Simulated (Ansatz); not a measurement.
Consider GaCuSe₂ in the chalcopyrite structure (space group I-42d, No. 122; a = 5.508 Å, c = 10.962 Å). Axes: x, y, z lie along a, b, c of the conventional cell.

One thing is altered: uniaxial strain ε_xx = −1.50 %, all other strain components held at zero, atoms relaxed at fixed cell.

Computed with LDA (Ansatz, an electronic-structure program), spin-orbit coupling left out.

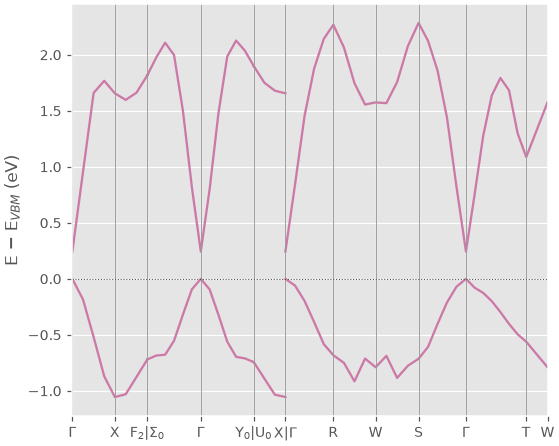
Figure. Highest valence and lowest conduction band along the path of the changed cell's own zone

Read the changed gap and its character from the plot.

About 0.24 eV, direct at Γ.

Whether these cells are dynamically stable was not tested. The final runs are not spin-polarised. A zero or small gap of GaCuSe2 can be the functional's error rather than a property of the material. Labels are those of the standard path for the cell's own space group.
